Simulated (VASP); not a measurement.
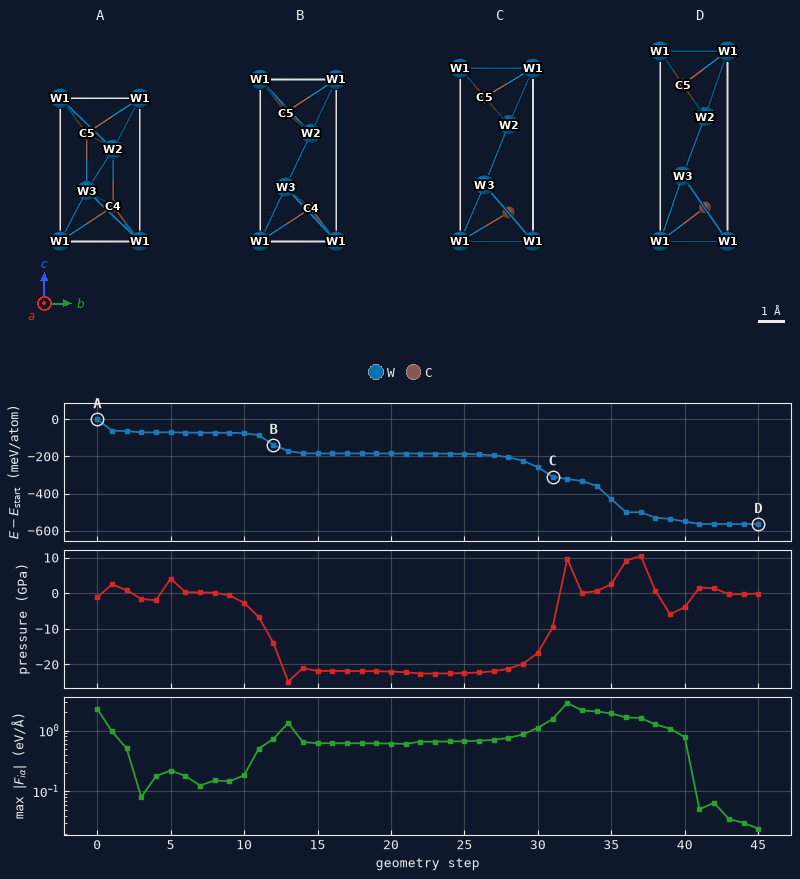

Frames of a relaxation of solid W$_{3}$C$_{2}$ (a generated structure, set up in P-3m1), marked on the history of the run. Style: ball-and-stick. Shown: the cell of the calculation, along the a axis.

The run lets cell and atoms move.

All numbers below come from Kohn-Sham DFT of a periodic cell, PBE, VASP PAW PBE potentials, recommended (VASP 6.6.1).

The input:
```
ALGO = Normal
EDIFF = 1E-6
EDIFFG = -0.04
ENCUT = 600
GGA = PE
IBRION = 2
ISIF = 3
ISMEAR = 0
LASPH = T
LCHARG = F
LREAL = F
LWAVE = F
NELM = 100
NSW = 90
PREC = Accurate
SIGMA = 0.1
```

Launched with:
```bash
cat potpaw_PBE.64/W_sv/POTCAR potpaw_PBE.64/C/POTCAR > POTCAR
mpirun -np 1 vasp_std > vasp.out
```

Question: What happens along the run?

Answer: The largest moves relative to the cell, 0.50 Å, are those of C4 and C5. C4 goes along −c. By element the largest moves are C 0.50 Å, W 0.08 Å. Cell: a = b 3.579 → 3.027 Å (−15.4 %), c 5.569 → 7.404 Å (+33.0 %). Volume −4.9 %. Near-neighbour distances that change, for instance: W2–C4 2.227 → 3.544 Å, W1–W1 3.579 → 3.027 Å, W1–C4 2.476 → 2.187 Å, W2–W3 2.623 → 2.900 Å. Bonds break: W2–C4 (2.23 → 3.54 Å), W3–C5 (2.23 → 3.54 Å). Among the angles between lasting bonds that change: W3–C4–W3 112.3° → 90.2°, W1–C4–W3 75.9° → 91.1°, W1–C4–W3 163.1° → 178.2°. The space group stays P-3m1 (No. 164). After 45 geometry steps the energy has fallen by 564 meV per atom. Largest force component: 2.3 eV/Å at the start, 0.025 eV/Å at the end. The pressure goes from −1.17 to −0.08 GPa. From step 0 to 12: C atoms move most (0.25 Å), volume +3.2 %, energy −138 meV per atom. From step 12 to 31: C atoms move most (0.26 Å), volume −2.2 %, energy −170 meV per atom. From step 31 to 45: W atoms move most (0.13 Å), volume −5.8 %, energy −256 meV per atom.
